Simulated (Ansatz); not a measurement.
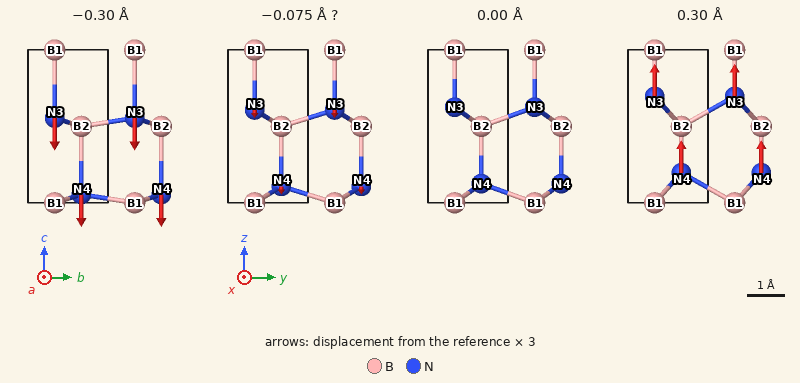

Energy scan for solid BN (P6_3mc), in which the whole N sublattice is shifted rigidly, along Cartesian [0 0 1], all else fixed. A ball-and-stick model of the cell of the calculation, repeated 2 × 2 × 1 with one cell outlined, seen along the a axis. Red arrows: displacements from the reference.

The calculation used DFT r2SCAN, scalar-relativistic, plane waves, PAW in Ansatz 0.2.0. Settings: plane-wave cutoff 500 eV; k-point mesh 12 × 12 × 6; occupations gaussian; smearing width 0.05 eV; no spin polarisation. Energies (free energies at the smearing named) are counted from the cell as listed in its source, which wasn't relaxed.

```csv
displacement (Å),E − E(ref) (eV/cell)
−0.3000,1.14
−0.2250,0.76
−0.1500,0.39
−0.0750,?
0.0000,0.00
0.0750,0.15
0.1500,0.64
0.2250,1.56
0.2625,2.22
0.3000,3.03
```

One row is withheld. What is its energy?

A straight line between the two neighbours gives 0.20 eV/cell. A cubic through the four nearest rows (−0.2250, −0.1500, 0.0000, 0.0750) gives, with Lagrange weights, (−0.1667)(0.76) + (0.6667)(0.39) + (0.6667)(0.00) + (−0.1667)(0.15) = 0.11 eV/cell. The calculation gives 0.11 eV/cell, so the cubic is right to the digits shown and the straight line 0.09 eV/cell too high, as the curve bends upwards here.

The whole profile:

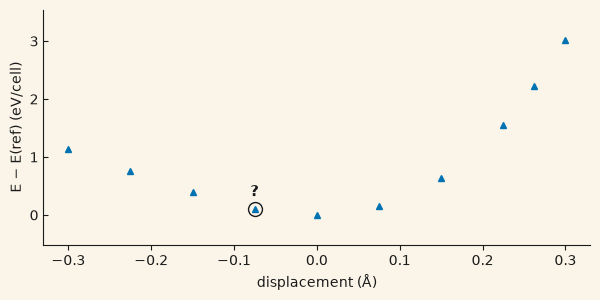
